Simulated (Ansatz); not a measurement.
The calculation's input:

```
crystal:
  periodic: [false, false, false]
  atoms:
    - { symbol: C, position_ang: [0.6736, 2.1237, 0.0153] }
    - { symbol: Si, position_ang: [1.2627, 0.7015, 0.9658] }
    - { symbol: Ge, position_ang: [0.9069, -1.2265, -0.2739] }
    - { symbol: Si, position_ang: [-1.2182, -1.82, -0.1801] }
    - { symbol: "N", position_ang: [-2.3084, -0.4609, -0.7102] }
    - { symbol: H, position_ang: [0.8031, 3.1134, 0.5814] }
    - { symbol: H, position_ang: [1.1826, 2.2332, -0.9647] }
    - { symbol: H, position_ang: [-0.4235, 2.0663, -0.1836] }
    - { symbol: H, position_ang: [0.5562, 0.6169, 2.2896] }
    - { symbol: H, position_ang: [2.7066, 0.8852, 1.2381] }
    - { symbol: H, position_ang: [1.3485, -0.9769, -1.7098] }
    - { symbol: H, position_ang: [1.8159, -2.3638, 0.3563] }
    - { symbol: H, position_ang: [-1.6936, -2.183, 1.184] }
    - { symbol: H, position_ang: [-1.5455, -2.9609, -1.0567] }
    - { symbol: H, position_ang: [-1.8866, -0.09, -1.564] }
    - { symbol: H, position_ang: [-2.2032, 0.3193, 0.0568] }
basis:
  gaussian: { orbitals: def2-SVP }
hamiltonian:
  xc: hf
relax:
  f_tol: 0.015
  max_steps: 40
output:
  orbitals: {}
```

Command:

```sh
ansatz run input.yaml --threads 2 --pin off --max-ram 3072MiB --backend cpu --events-out ev --progress --plain --runs-dir out
```

The fields are those of the relaxed geometry.

These are results of Ansatz 0.2.0, RHF/def2-SVP, not measurements.

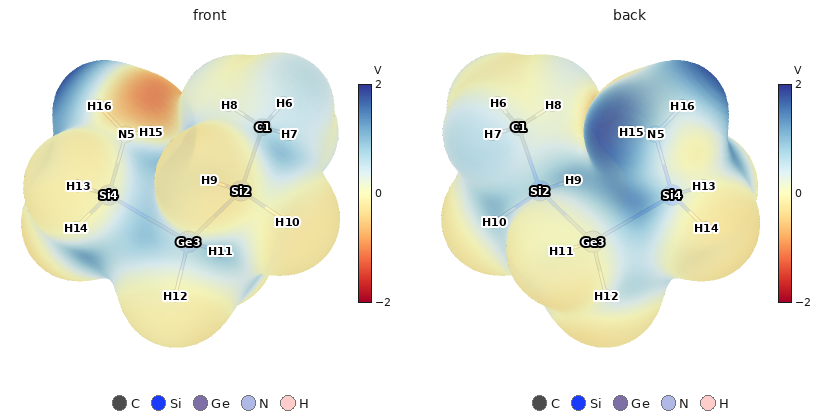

CH$_{11}$GeNSi$_{2}$ (SMILES C[SiH2][GeH2][SiH2]N). The molecular electrostatic potential painted on the density surface at 0.002 e/bohr³, seen from the front and from behind; red is negative and blue positive.

### Which sites attract a positive test charge, and which a negative one?

A positive charge is drawn to the negative regions and a negative charge to the positive ones. The most negative region (about −1.0 V, or −23 kcal/mol for a unit charge) lies over N5, the most positive (about +1.7 V, or +39 kcal/mol for a unit charge) over H15 and H16.
